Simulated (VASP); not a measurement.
Band structure of TeO2 (space group P4_12_12). Calculation: PBEsol GGA, VASP's PBE PAW potentials (set 64) (plane waves; VASP).

Unless said otherwise, spin-orbit coupling is left out, though it shifts the bands of the heavy elements here.

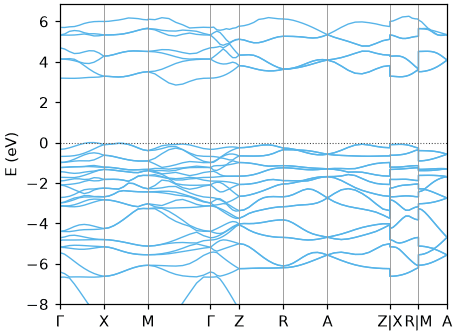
Fig. 1. Bands along high-symmetry lines, zero at the valence-band maximum or, without a gap, the Fermi level

### Question
Read the plot: is there a gap, and where are the band edges?

### Answer
The gap is indirect, 2.85 eV, from the valence maximum at Γ-X at 0.78 to the conduction minimum at M-Γ at 0.44. (Edges off the drawn lines would not show.)

The structure comes from a computed database's TeO2 entry (P4_12_12); how it stands against other phases isn't given here. It was relaxed first.
